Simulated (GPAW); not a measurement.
# Cs2AgBiBr6 (Fm-3m): G0W0 with GPAW, start to end, part 2 of 2

How does a plane-wave GW calculation on Cs2AgBiBr6 (Fm-3m) run from the first input to the gap?

GPAW 26.7.0; LDA and many-body steps on it, plane waves. Known limits of the many-body steps: not at the basis limit; d shell near the gap, gap tends to lie low; no spin-orbit coupling; coarse k mesh.

So far. Step 3 (Bands along the symmetry lines): The gap is 1.078 eV, as in the run before at this level. Step 4 (Empty states on the mesh, 2×2×2 mesh, 1202 bands): On this mesh the gap is 1.078 eV.

### 5. Screening and self-energy, 2×2×2 mesh, 554 bands, screening to 78 eV

Now the one-shot GW correction: screening in the RPA, then the self-energy of the levels asked for.

This step: G0W0 on LDA, plane waves, PAW.

Contents of run.py:

```python
import json
import numpy as np
from gpaw.mpi import world
from gpaw.response.g0w0 import G0W0

gw = G0W0('full.gpw',
    filename='gw',
    kpts=[0, 1, 2],
    bands=(44, 48),
    ecut=78,
    nbands=554,
    integrate_gamma='WS',
    ppa=True)
gw.calculate()
res = {mode: {k: v for k, v in r.items() if k != 'sigma_eskwn'}
       for mode, r in gw.all_results.items()}

if world.rank == 0:
    with open('result.json', 'w') as f:
        json.dump(res, f, default=lambda x: x.tolist())
```

Launch:

```console
$ mpirun -n 8 gpaw python run.py
```

Numbers of over 12 decimals in the logs are rounded to 6 here.

The program printed:

```text
Using integrator: PointIntegrator
FrequencyGridDescriptor(from 0.000+0.000j to 0.000+27.211j eV, 2 points)
Nonperiodic BCs:  [False False False]
Using integrator: PointIntegrator
FrequencyGridDescriptor(from 0.000+0.000j to 0.000+27.211j eV, 2 points)
Nonperiodic BCs:  [False False False]
  ___  _ _ _
 |   || | | |
 | | || | | |
 |__ ||_____|
 |___|

BZ k-points: Symmetries present (total): 48

  [... matrices ...]
8 k-points: 2 x 2 x 2 Monkhorst-Pack grid + [1/4,1/4,1/4]
3 k-points in the irreducible part of the Brillouin zone
       k-points in crystal coordinates                weights
   0:     0.00000000    0.00000000    0.00000000          1/8
   1:     0.50000000    0.50000000    0.00000000          3/8
   2:     0.50000000    0.50000000    0.50000000          4/8

Distributing spins, k-points and bands (1 x 3 x 4) over 8 processes
Number of blocks: 1

Quasi particle states:
k-points (IBZ indices): [0, 1, 2]
Band range: (44, 48)
  [... matrices ...]
Computational parameters:
Plane wave cut-off: 78 eV
Number of bands: 554
Coulomb cutoff: None
Broadening: 0.1 eV

fxc modes: GW
Kernel: RPA
Using Godby-Needs plasmon-pole approximation:
  Fitting energy: i*E0, E0 = 1.000 Hartree
Summing all q:

Calculating screened Coulomb potential
No Coulomb truncation
FrequencyGridDescriptor(from 0.000+0.000j to 0.000+27.211j eV, 2 points)
Removing empty qpoint cache files...

Calculating chi0 body with:
    Ground state adapter containing:
    Number of spins: 1
    Number of kpoints: 8
    Number of irreducible kpoints: 3
    Number of completely occupied states: 46
    Number of partially occupied states: 46
    Occupied states memory: 44.921875 M / cpu

    Linear response parametrization:
    q_c: [0.0, 0.0, 0.0]
    Number of frequency points: 2
    Planewave cutoff: 78.0
    Number of bands: 554
    Number of planewaves: 537
    Broadening (eta): 1e-06
    comm.size: 8
    kncomm.size: 8
    blockcomm.size: 1

    Memory estimate of potentially large arrays:
        chi0_wGG: 8.800323 M / cpu
Integrating chi0 body.

Symmetries of q_c:
    Direct symmetries (Uq -> q): 48
    Indirect symmetries (TUq -> q): 0
In total 48 allowed symmetries.

  [... matrices ...]
3 groups of equivalent kpoints. 62.5% reduction.

Integral kind: response function
Integrating chi0 head and wings.

Symmetries of q_c:
    Direct symmetries (Uq -> q): 48
    Indirect symmetries (TUq -> q): 0
In total 48 allowed symmetries.

  [... matrices ...]
3 groups of equivalent kpoints. 62.5% reduction.

Integral kind: response function wings

Calculating chi0 body with:
    Ground state adapter containing:
    Number of spins: 1
    Number of kpoints: 8
    Number of irreducible kpoints: 3
    Number of completely occupied states: 46
    Number of partially occupied states: 46
    Occupied states memory: 44.921875 M / cpu

    Linear response parametrization:
[... the further q-points ...]

Results:
f:      Occupation numbers
eps:     KS-eigenvalues [eV]
vxc:     KS vxc [eV]
exx:     Exact exchange [eV]
sigma:   Self-energies [eV]
dsigma:  Self-energy derivatives
Z:       Renormalization factors
qp:      QP-energies [eV]

k-point 0 (0): (0.000, 0.000, 0.000)                GW
band       f     eps     vxc     exx   sigma  dsigma       Z      qp
                                                                   GW
  44   1.000   1.848 -22.808 -26.454   3.308  -0.283   0.779   1.585
  45   1.000   1.848 -22.808 -26.454   3.308  -0.283   0.779   1.585
  46   0.000   4.689 -13.737  -9.546  -3.069  -0.233   0.811   5.599
  47   0.000   4.689 -13.737  -9.546  -3.069  -0.233   0.811   5.599

k-point 1 (1): (0.500, 0.500, 0.000)                GW
band       f     eps     vxc     exx   sigma  dsigma       Z      qp
                                                                   GW
  44   1.000   1.842 -22.808 -26.465   3.316  -0.284   0.779   1.576
  45   1.000   2.545 -21.635 -24.175   2.455  -0.264   0.791   2.478
  46   0.000   5.225 -14.829 -10.502  -3.109  -0.252   0.799   6.199
  47   0.000   5.225 -14.829 -10.502  -3.109  -0.252   0.799   6.199

k-point 2 (2): (0.500, 0.500, 0.500)                GW
band       f     eps     vxc     exx   sigma  dsigma       Z      qp
                                                                   GW
  44   1.000   1.276 -19.092 -22.831   3.072  -0.291   0.775   0.759
  45   1.000   1.276 -19.092 -22.831   3.072  -0.291   0.775   0.759
  46   0.000   3.623 -14.226 -10.043  -3.030  -0.229   0.813   4.561
  47   0.000   6.155 -16.989 -12.667  -2.966  -0.274   0.785   7.219
```

It took 3.8 min on 8 MPI ranks of Arm Neoverse V1, shared host; peak memory 9.3 GiB; 30 min of CPU time.

Numbers from this step:

| Property | Result |
| --- | --- |
| G0W0 gap on the points computed | 2.083 eV |
| least direct G0W0 gap on the computed points | 3.721 eV |
| Z at the valence top | 0.7914 |
| Z at the conduction bottom | 0.8135 |
| starting gap on the mesh | 1.078 eV |
| k of the valence top | 0.5, 0.5, 0 |
| k of the conduction bottom | 0.5, 0.5, 0.5 |

The gap on the mesh goes from 1.08 eV to 2.08 eV, a correction of +1.00 eV.

Limits: finite bands, cutoff and mesh; d shell near the gap, gap tends to lie low; no spin-orbit coupling; coarse k mesh. v1 is the top filled band, c1 the lowest empty one. The levels before and after the correction (eV, zero at the valence-band top of each column):

```csv
,conduction bottom,valence top
Kohn-Sham,1.08,0.00
G0W0,2.08,0.00
```

```csv
,level,energy (eV)
Kohn-Sham,(0.5 0.5 0) v2,-0.703
Kohn-Sham,(0.5 0.5 0) v1,0.000
Kohn-Sham,(0.5 0.5 0) c1-c2,2.680
Kohn-Sham,(0.5 0.5 0.5) v2-v1,-1.269
Kohn-Sham,(0.5 0.5 0.5) c1,1.078
Kohn-Sham,(0.5 0.5 0.5) c2,3.610
G0W0,(0.5 0.5 0) v2,-0.902
G0W0,(0.5 0.5 0) v1,0.000
G0W0,(0.5 0.5 0) c1-c2,3.721
G0W0,(0.5 0.5 0.5) v2-v1,-1.719
G0W0,(0.5 0.5 0.5) c1,2.083
G0W0,(0.5 0.5 0.5) c2,4.741
```

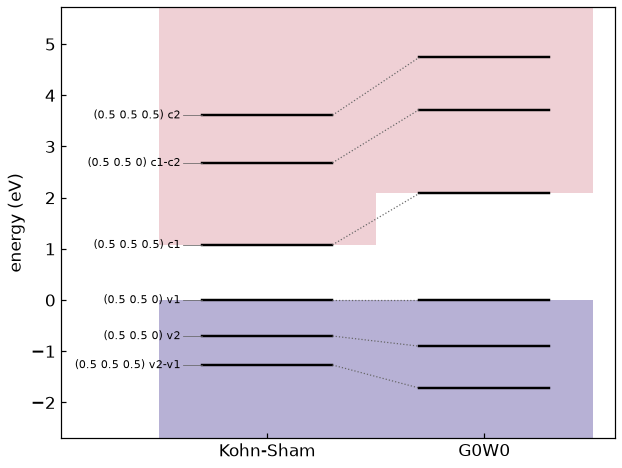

Levels before and after the correction. Shaded: valence and conduction bands.

### 6. Where the time went

Times are wall times on the hardware named with each run, good to a factor of about two.

```csv
step,time,share,memory (GiB)
ground state,38 s,4 %,2.3
bands along the symmetry lines,3.3 min,21 %,2.9
empty states on the mesh,8.2 min,51 %,12
screening and self-energy,3.8 min,24 %,9.3
```

### 7. Summary of results

```
LDA gap              : 1.08 eV, indirect
G0W0 gap on the mesh : 2.08 eV
GW settings          : 2×2×2 mesh, 554 bands, screening to 78 eV, Godby-Needs plasmon pole
known limits         : not at the basis limit; d shell near the gap, gap tends to lie low; no spin-orbit coupling; coarse k mesh
```

G0W0 moves the gap on the mesh from 1.08 eV to 2.08 eV (+1.00 eV), with Z of 0.79 and 0.81 at the edges. The dearest step here is «empty states on the mesh». Bands and cutoff are finite, so the gap is not at the basis limit. The miss can reach some tenths of an eV and take either sign; the mesh is an error of its own. These stock PAW sets were not made for GW; the filled d or f shell of Br lies in the frozen core, which bears on start and correction. The 2×2×2 mesh is coarse for this cell, which bears on the long-range parts of exchange and screening. Where an edge is built on 6p states of lead, bismuth or thallium, scalar-relativistic gaps usually stand too wide, by a few tenths to over one eV. A d shell, filled or nearly so, lies near the gap. One-shot GW converges very slowly in bands there, not always from below, and on a semilocal start the gap tends to come out low; starts rich in exact exchange can overshoot instead. The many-body steps are scalar-relativistic: spin-orbit coupling is not in them.

[Paths, hosts, dates, memory and timing lines, banners, echoed tables and standing remarks are left out of the program output.]

[Logs are printed without paths, hosts, clocks, repeated set-up lines and the standing remarks that a program may print on its own settings, such as how far it seeks lower states.]

[Runs of the session that timed out or met a known fault of the program may be left out.]

[Hosts, paths, dates, database ids (printed as entryN), source tags and the programs' standing remarks are cut or masked in the printed files.]
